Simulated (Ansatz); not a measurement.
# Work function of Cu(100): what the settings cost and change

How far do functional and pseudopotentials move the work function of Cu(100), and at what cost?

Program: Ansatz 0.2.0. Level of theory: plane-wave DFT, PBE, Ansatz PAW, in the first sound run; inputs show where later runs differ. Results are calculated unless marked as measured.

Experimental background.

“Anisotropic work function of elemental crystals” (2019, arxiv:1902.07811) quotes from earlier work for Cu (clean (100) face, a compiled value): work function (clean (100) face, a compiled value) 4.73 eV.

This is a report of a sequence of runs, with most program output left out.

### Step 1. The structure

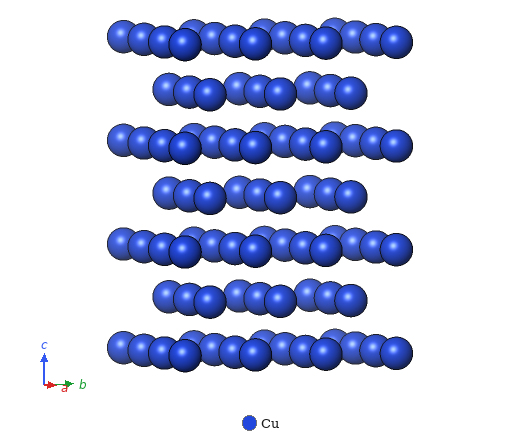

The cell as given, from the side, with the c axis up (copper blue). 3×3×1 cells are drawn. Some periodic images of atoms are drawn too.

The cell holds 7 atoms: 7 Cu. Cell: a = 2.553 Å, b = 2.553 Å, c = 28.830 Å, α = 90.0°, β = 90.0°, γ = 90.0°. Vacuum lies along c.

Coordinates:

```cif
data_structure
_symmetry_space_group_name_H-M 'P 1'
_symmetry_Int_Tables_number 1
_cell_length_a 2.5527
_cell_length_b 2.5527
_cell_length_c 28.8300
_cell_angle_alpha 90.000
_cell_angle_beta 90.000
_cell_angle_gamma 90.000
_cell_volume 187.86
loop_
_atom_site_label
_atom_site_type_symbol
_atom_site_fract_x
_atom_site_fract_y
_atom_site_fract_z
_atom_site_occupancy
Cu1 Cu 0.00000 0.00000 0.31217 1
Cu2 Cu 0.50000 0.50000 0.37478 1
Cu3 Cu 0.00000 0.00000 0.43739 1
Cu4 Cu 0.50000 0.50000 0.50000 1
Cu5 Cu 0.00000 0.00000 0.56261 1
Cu6 Cu 0.50000 0.50000 0.62522 1
Cu7 Cu 0.00000 0.00000 0.68783 1
```

### Step 2. Run, setting PBE, Ansatz PAW (420 eV)

A work function rests on the faint tail of the density, so the SCF threshold is tight. PBE on the default files comes first; the next runs keep the geometry and change functional or files, each at the cutoff that its files recommend; a relaxation and, for heavy metals, spin-orbit coupling close the ladder.

File input.yaml:

```yaml
crystal:
  lattice:
    - [2.5526554801, 0.0, 0.0]
    - [0.0, 2.5526554801, 0.0]
    - [0.0, 0.0, 28.83]
  atoms:
    - { symbol: Cu, position: [0.0, 0.0, 0.3121748179] }
    - { symbol: Cu, position: [0.5, 0.5, 0.3747832119] }
    - { symbol: Cu, position: [0.0, 0.0, 0.437391606] }
    - { symbol: Cu, position: [0.5, 0.5, 0.5] }
    - { symbol: Cu, position: [0.0, 0.0, 0.562608394] }
    - { symbol: Cu, position: [0.5, 0.5, 0.6252167881] }
    - { symbol: Cu, position: [0.0, 0.0, 0.6878251821] }
kpoints:
  mp_grid: { grid: [16, 16, 1] }
hamiltonian:
  xc: pbe
scf:
  occupations: { method: fermi_dirac, width: 0.1 }
  convergence: { dr2_threshold: 1.0e-09 }
efield:
  axis: 3
  dipole_correction: true
  ramp_position: 0.97
  ramp_width: 0.06
output:
  write_potential: true
  write_density: true
  volumetric_format: npy
  elf: true
```

On the command line:

```
ansatz run input.yaml --threads 4 --pin off --max-ram 6144MiB --backend cpu --events-out ev --progress --plain --runs-dir out
```

Wall time 67 s (4 threads of Arm Neoverse N1, shared host); peak memory 0.98 GiB.

Numbers from this step:

```
energy at zero smearing   : -46374.9990 eV
work function, upper face : 4.541 eV
```

Running mean over 1.805 Å of the planar mean; the ramp of the sawtooth is left out. Table of electron's electrostatic potential energy less the Fermi level by z:

```csv
z (Å),electron's electrostatic potential energy less the Fermi level (eV)
4,4.54
5,4.54
6,4.50
7,4.06
8,-1.46
9,-8.31
10,-8.75
11,-8.86
12,-8.84
13,-8.84
14,-8.85
15,-8.85
16,-8.84
17,-8.84
18,-8.86
19,-8.72
20,-7.94
21,0.204
22,4.23
23,4.52
24,4.54
25,4.54
```

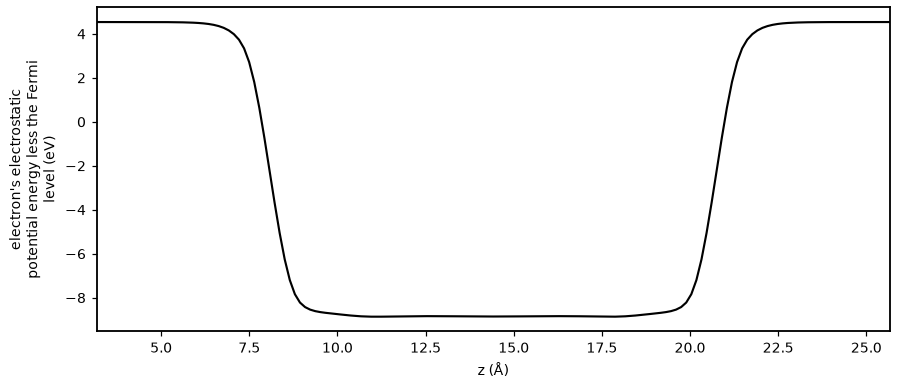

Electron's electrostatic potential energy less the Fermi level against z.

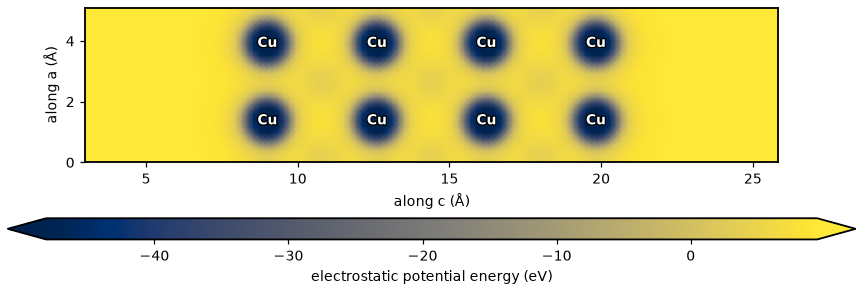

Electrostatic potential energy in the ca plane at fractional y = 0.000, with atoms of Cu within 0.2 Å of it. With pseudopotentials it is smooth inside the atoms' cores, unlike the true potential. The map starts off the cell's origin, so that atoms lie inside it. The far vacuum is left out of the map.

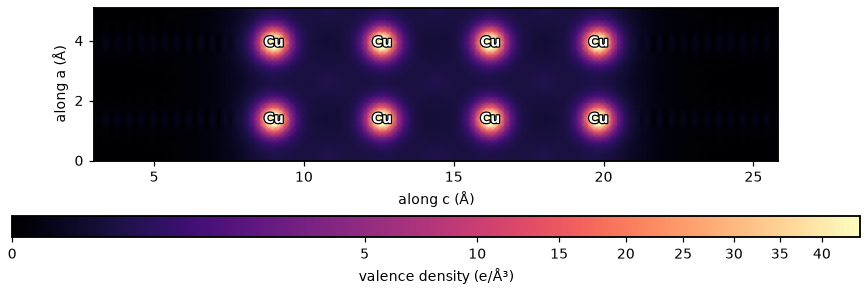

Valence density in the ca plane at fractional y = 0.000, with atoms of Cu within 0.2 Å of it. It is the smooth field of the valence electrons, not physical close to the nuclei. The map starts off the cell's origin, so that atoms lie inside it. The colour scale is stretched toward low values. The far vacuum is left out of the map.

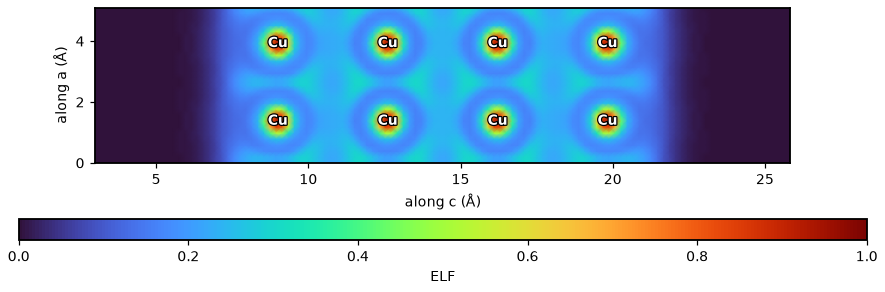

ELF in the ca plane at fractional y = 0.000, with atoms of Cu within 0.2 Å of it. It is the smooth field of the valence electrons, not physical close to the nuclei. The map starts off the cell's origin, so that atoms lie inside it. The far vacuum is left out of the map.

The work function is 4.541 eV.

### Step 3. Run

This step: plane-wave DFT, LDA, Ansatz PAW (Ansatz 0.2.0).

input.yaml, as its differences from that of step 2:

```diff
@@ -16,3 +16,3 @@
 hamiltonian:
-  xc: pbe
+  xc: lda
 scf:
@@ -29,2 +29 @@
   volumetric_format: npy
-  elf: true
```

Elapsed: 63 s, on 4 threads; peak memory 0.98 GiB.

The work function is 4.901 eV, +0.360 eV from the run “PBE, Ansatz PAW (420 eV)”, at 1.00 times its CPU time.

### Step 4. Run

This step: plane-wave DFT, PBEsol, Ansatz PAW (Ansatz 0.2.0).

input.yaml, as its differences from that of step 3:

```diff
@@ -16,3 +16,3 @@
 hamiltonian:
-  xc: lda
+  xc: pbesol
 scf:
```

Wall time 64 s (4 threads); peak memory 0.99 GiB; 4.1 min of CPU time.

The work function is 4.657 eV, +0.116 eV from the run “PBE, Ansatz PAW (420 eV)”, at 1.0 times its CPU time.

### Step 5. Run

This step: plane-wave DFT, RPBE, Ansatz PAW (Ansatz 0.2.0).

input.yaml, as its differences from that of step 4:

```diff
@@ -16,3 +16,3 @@
 hamiltonian:
-  xc: pbesol
+  xc: rpbe
 scf:
```

Wall time 65 s (4 threads); peak memory 0.99 GiB; 4 min of CPU time.

The work function is 4.365 eV, -0.175 eV from the run “PBE, Ansatz PAW (420 eV)”, at 0.99 times its CPU time.

### Step 6. Run

This step: plane-wave DFT, r2SCAN, Ansatz PAW (Ansatz 0.2.0).

input.yaml, as its differences from that of step 5:

```diff
@@ -16,3 +16,3 @@
 hamiltonian:
-  xc: rpbe
+  xc: r2scan
 scf:
```

It took 2.5 min on 4 threads; peak memory 1.4 GiB.

The work function is 4.543 eV, +0.003 eV from the run “PBE, Ansatz PAW (420 eV)”, at 2.3 times its CPU time.

### Step 7. Run

This step: plane-wave DFT, PBE, JTH PAW (Ansatz 0.2.0).

input.yaml, as its differences from that of step 6:

```diff
@@ -16,3 +16,4 @@
 hamiltonian:
-  xc: r2scan
+  xc: pbe
+  pseudopotentials: { kind: paw, source: jth }
 scf:
```

Wall time 4.8 min (4 threads); peak memory 4.3 GiB; 19 min of CPU time.

The work function is 4.542 eV, +0.001 eV from the run “PBE, Ansatz PAW (420 eV)”, at 4.7 times its CPU time.

### Step 8. Run

This step: plane-wave DFT, PBE, norm-conserving (Ansatz 0.2.0).

input.yaml, as its differences from that of step 7:

```diff
@@ -17,3 +17,3 @@
   xc: pbe
-  pseudopotentials: { kind: paw, source: jth }
+  pseudopotentials: { kind: nc }
 scf:
```

The job ended after 3.8 min (4 threads; peak memory 3.6 GiB; 15 min of CPU time).

The work function is 4.540 eV, -0.000 eV from the run “PBE, Ansatz PAW (420 eV)”, at 3.6 times its CPU time.

### Step 9. Slab

This step: plane-wave DFT, LDA, norm-conserving (Ansatz 0.2.0).

input.yaml, as its differences from that of step 8:

```diff
@@ -16,3 +16,3 @@
 hamiltonian:
-  xc: pbe
+  xc: lda
   pseudopotentials: { kind: nc }
```

It took 3.2 min on 4 threads; peak memory 3.5 GiB; 13 min of CPU time.

The work function is 4.917 eV, +0.377 eV from the run “PBE, Ansatz PAW (420 eV)”, at 3.2 times its CPU time.

### Step 10. Slab, setting PBE, all layers relaxed

This step: plane-wave DFT, PBE, Ansatz PAW (Ansatz 0.2.0).

input.yaml, as its differences from that of step 9:

```diff
@@ -16,4 +16,3 @@
 hamiltonian:
-  xc: lda
-  pseudopotentials: { kind: nc }
+  xc: pbe
 scf:
@@ -26,2 +25,5 @@
   ramp_width: 0.06
+relax:
+  f_tol: 0.01
+  max_steps: 40
 output:
```

Elapsed: 2.3 min, on 4 threads; peak memory 0.85 GiB.

The relaxation took 3 steps and lowered the energy by 0.0097 eV; the largest force on the free atoms ends at 0.0022 eV/Å.

The work function is 4.524 eV, -0.017 eV from the run “PBE, Ansatz PAW (420 eV)”, at 2.2 times its CPU time.

### Step 11. Comparing the runs

Times are for 4 threads of Arm Neoverse N1, shared host. The series side by side:

```csv
no.,setting,"work function, upper face (eV)",time,memory (GiB)
1,"PBE, Ansatz PAW (420 eV)",4.541,67 s,0.98
2,"LDA, Ansatz PAW (420 eV)",4.901,63 s,0.98
3,"PBEsol, Ansatz PAW (420 eV)",4.657,64 s,0.99
4,"RPBE, Ansatz PAW (420 eV)",4.365,65 s,0.99
5,"r2SCAN, Ansatz PAW (500 eV)",4.543,2.5 min,1.4
6,"PBE, JTH PAW (1350 eV)",4.542,4.8 min,4.3
7,"PBE, norm-conserving (1252 eV)",4.540,3.8 min,3.6
8,"LDA, norm-conserving (1252 eV)",4.917,3.2 min,3.5
9,"PBE, all layers relaxed",4.524,2.3 min,0.85
```

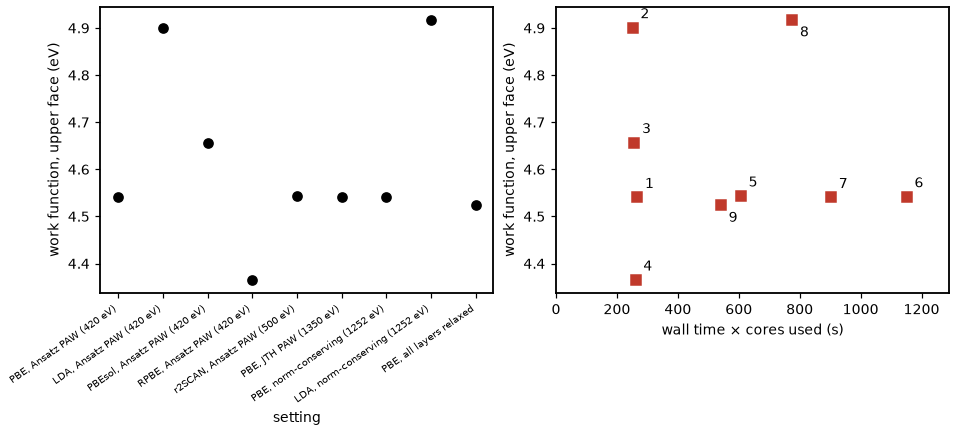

The series as plots; the last panel sets the first result against cost, with the runs numbered as in the table.

### Step 12. Varying the input

This step: plane-wave DFT, PBE, Ansatz PAW, but for the change named below (Ansatz 0.2.0).

An input spoilt on purpose, to show how the run answers: it repeats the earlier run “PBE, Ansatz PAW (420 eV)” with magnetization.spin_polarized to many, and scf.max_iter set to 75; its output block differs too.

input.yaml, as its differences from that of step 10:

```diff
@@ -20,2 +20,3 @@
   convergence: { dr2_threshold: 1.0e-09 }
+  max_iter: 75
 efield:
@@ -25,5 +26,2 @@
   ramp_width: 0.06
-relax:
-  f_tol: 0.01
-  max_steps: 40
 output:
@@ -32 +30,3 @@
   volumetric_format: npy
+magnetization:
+  spin_polarized: many
```

The job ended after 0.03 s (4 threads; peak memory 0.022 GiB).

The program refused the input before any cycle.

The program's message: “Error: YAML parse error: error: line 32 column 19: invalid boolean (strict mode expects true/false)”

The fault put into the input: a value of the wrong type.

### Step 13. What came out

| Item | Value |
| --- | --- |
| work function, PBE, Ansatz PAW (420 eV) | 4.541 eV |
| work function, LDA, Ansatz PAW (420 eV) | 4.901 eV |
| work function, RPBE, Ansatz PAW (420 eV) | 4.365 eV |
| work function, r2SCAN, Ansatz PAW (500 eV) | 4.543 eV |
| work function, LDA, norm-conserving (1252 eV) | 4.917 eV |
| work function, PBE, all layers relaxed | 4.524 eV |

What this shows: PBE on the default files gives 4.54 eV, and the settings tried spread the value from 4.37 to 4.92 eV. At one geometry LDA lies 0.36 eV above PBE. The choice of pseudopotentials moves the PBE value by 0.002 eV. Relaxing the layers changes it by -0.017 eV. The ladder's slabs use the tabulated experimental lattice constant (two decimals; a low-temperature value for the alkali metals).

Comparison with the measured values:

| quantity | measured | PBE, Ansatz PAW (420 eV) | LDA, Ansatz PAW (420 eV) | PBEsol, Ansatz PAW (420 eV) | RPBE, Ansatz PAW (420 eV) | r2SCAN, Ansatz PAW (500 eV) | LDA, norm-conserving (1252 eV) | PBE, all layers relaxed |
| --- | --- | --- | --- | --- | --- | --- | --- | --- |
| work function (clean (100) face, a compiled value) (eV) | 4.73 | 4.54 (-0.19 eV) | 4.90 (+0.17 eV) | 4.66 (-0.07 eV) | 4.37 (-0.36 eV) | 4.54 (-0.19 eV) | 4.92 (+0.19 eV) | 4.52 (-0.21 eV) |

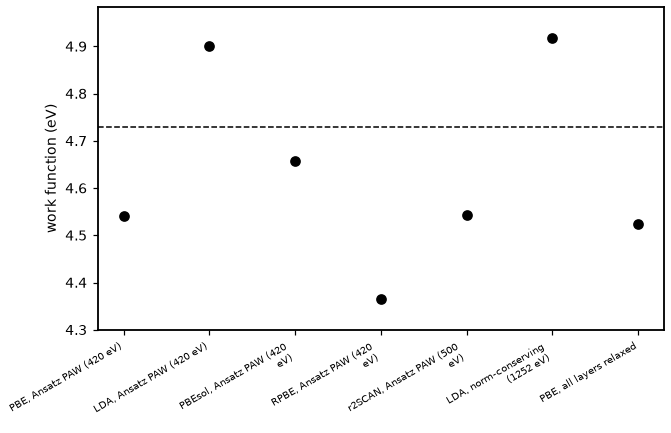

The work function by level; the dashed line is the measured value.

Measured values from arxiv:1902.07811 (2019).

**Verdict.** For the work function, of the levels listed nearest comes PBEsol, Ansatz PAW (420 eV) (-0.07 eV, good agreement) and farthest RPBE, Ansatz PAW (420 eV) (-0.36 eV, a clear miss). The grades are ours: good and fair within 3 and 7 % for the work function.

[Logs are printed without paths, hosts, clocks, repeated set-up lines and the standing remarks that a program may print on its own settings, such as how far it seeks lower states.]

[Hosts, paths, dates, database ids (printed as entryN), source tags and the programs' standing remarks are cut or masked in the printed files.]

[Maps of the electrostatic potential energy from Ansatz leave out the sawtooth potential of an applied field or a dipole correction, so their vacuum need not be flat; planar profiles and work functions include it.]
